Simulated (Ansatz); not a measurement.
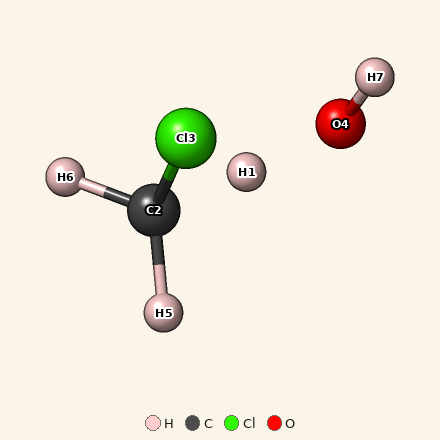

The system is the reacting system CH₄ClO (fragments CH₃Cl + HO where the first distance is long, H₂O + CH₂Cl where the second is long), spin multiplicity 2; the picture shows the reference structure. Coordinates scanned: (1) distance H1–O4 (bond that forms); (2) distance H1–C2 (bond that breaks). Relaxed at each point: all other coordinates. Grid: 13 × 13 points. Points are written as (first, second). Energies: kJ/mol, counted from the lowest grid point. Energies and slopes of some neighbouring points disagree (a jump in structure or state, or too coarse a mesh). In part of the range the unrestricted reference is strongly spin-contaminated. All numbers below come from UHF/def2-SVP (Ansatz 0.2.0).

Its coordinates:

```tsv
atom	x (Å)	y (Å)	z (Å)
H	-0.5600	-0.1361	-0.3699
C	0.5948	-0.4958	0.3262
Cl	1.3316	0.9592	0.9674
O	-1.5357	0.4523	-0.9323
H	1.2236	-0.9715	-0.4167
H	0.2446	-1.1507	1.1149
H	-1.2991	1.3427	-0.6897
```

Range: distance H1–O4 (bond that forms) from 0.873 to 2.373 Å; distance H1–C2 (bond that breaks) from 0.963 to 2.763 Å.

**What landscape does the calculation give?**

The lowest grid point is at (0.940 Å, 2.763 Å). It lies in a valley that leaves the map towards separated partners. The energy also falls towards the edge at (2.373 Å, 1.044 Å) (12 kJ/mol above the lowest), where a further well may lie outside the range. The highest grid point, (0.873 Å, 0.963 Å), lies 560 kJ/mol above the lowest.

```tsv
second ↓, first →	0.873	0.940	1.033	1.138	1.253	1.375	1.504	1.638	1.777	1.920	2.067	2.218	2.373
2.763	19	0	17	71	153	239	303	330	347	355	355	357	358
2.577	23	4	27	81	157	243	300	330	346	354	353	356	357
2.396	30	11	30	84	160	241	297	327	339	347	351	353	354
2.219	34	15	33	86	160	239	293	319	333	341	345	347	348
2.047	40	21	38	89	161	235	285	310	323	330	334	335	336
1.881	52	31	46	94	162	228	271	293	304	310	312	314	314
1.720	70	47	58	102	162	216	248	263	270	272	273	273	273
1.566	100	73	78	113	159	195	211	215	214	211	209	205	202
1.419	147	112	105	125	150	161	159	152	145	139	132	128	125
1.281	215	168	144	140	136	123	108	94	83	75	67	62	59
1.155	309	245	196	162	131	101	76	57	43	34	26	20	17
1.044	432	347	269	207	155	112	80	56	40	30	22	16	12
0.963	560	457	355	273	206	154	117	91	73	62	53	47	43
```

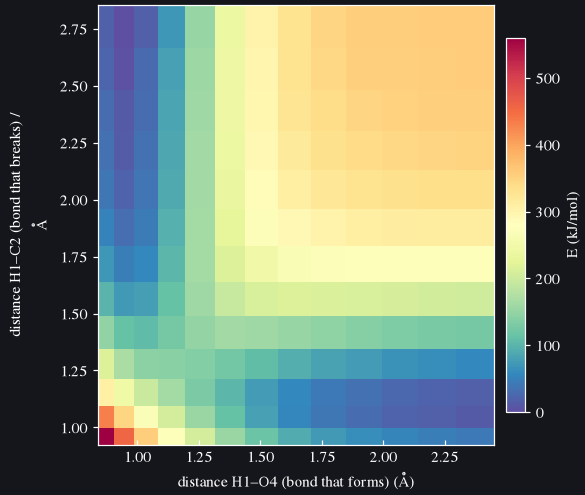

The picture shows one coloured cell a grid point.

Each point was launched as `ansatz run input.yaml --threads 1 --pin off --max-ram 2560MiB --backend cpu --events-out ev --progress --plain --runs-dir out`. Time for the 169 points that were run: 37 min on 1 thread of Arm Neoverse V1, on a shared host.
